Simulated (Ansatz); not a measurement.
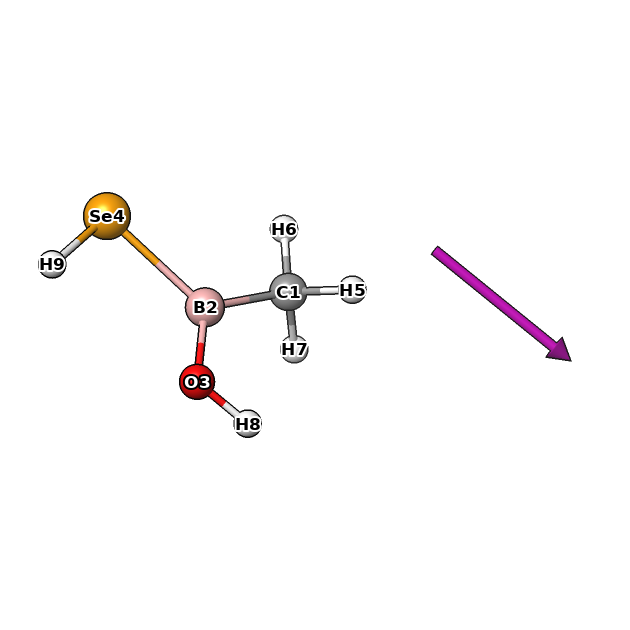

The arrow beside the molecule shows the direction of the dipole moment, from the negative to the positive end (its length means nothing). The computed structure is the end point of a PBE0-D4/def2-TZVP optimisation. Properties computed with RKS PBE0-D4/def2-TZVP (Ansatz 0.2.0).

**Estimate the dipole moment.**

2.32 D; it points from the side of H9 to the side of H5, H7, H8 (the outermost atoms at the two ends).
